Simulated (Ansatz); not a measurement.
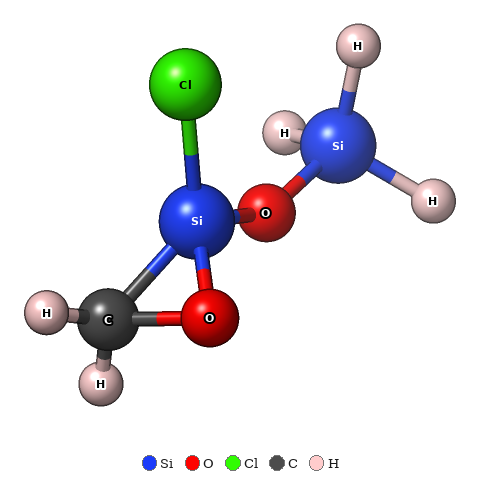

Geometry used (CH₅ClO₂Si₂, SMILES [SiH3]O[Si@@]1(Cl)CO1).

Kohn-Sham orbital energies near the frontier, r2SCAN/def2-TZVPP, the Ansatz code, at a PBE0-D4/def2-TZVP geometry (no frequency check), isolated molecule; empty levels in grey, levels within 0.03 eV side by side.

Question: Where do the frontier orbitals lie?

Answer: HOMO at −6.74 eV, LUMO at −0.89 eV, 5.86 eV apart.

Question: List the levels.

Answer:
```tsv
orbital	energy (eV)
LUMO+5	1.41
LUMO+4	1.04
LUMO+3	1.02
LUMO+2	0.33
LUMO+1	0.12
LUMO	−0.89
HOMO	−6.74
HOMO−1	−7.26
HOMO−2	−8.45
HOMO−3	−8.53
HOMO−4	−8.79
HOMO−5	−9.08
HOMO−6	−9.89
HOMO−7	−10.56
HOMO−8	−10.85
HOMO−9	−11.12
```

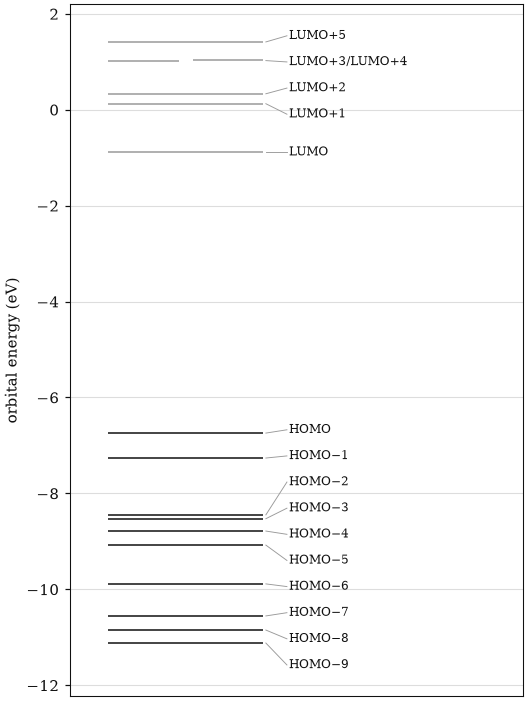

Note: one conformer of a flexible molecule; empty levels above zero depend strongly on the basis.
